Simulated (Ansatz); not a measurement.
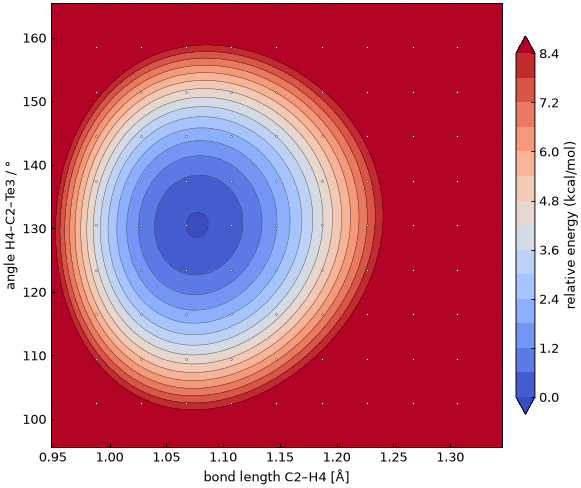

C₂HTe, SMILES [C]1=C[Te]1, spin multiplicity 2. First axis: bond length C2–H4. Second axis: angle H4–C2–Te3. Nothing is relaxed (all other coordinates rigid). Grid: 11 × 11 points. All energies are given in kcal/mol relative to the lowest grid point. The calculation used UKS PBE0-D4/def2-TZVP in Ansatz.

Drawn: filled contours, dots at the grid points, one colour for all values above the top of the scale. Between grid points the surface is interpolated.

Estimate the position of the minimum and the force constants in these coordinates.

Answer. The interpolated minimum is at bond length C2–H4 ≈ 1.077 Å, angle H4–C2–Te3 ≈ 130.5°. The curvatures there are about 37 eV/Å² and 3 eV/rad², with a cross term of about −0.4 eV/(Å·rad). Round the minimum the two coordinates are nearly uncoupled. (1 eV is 23.1 kcal/mol.)
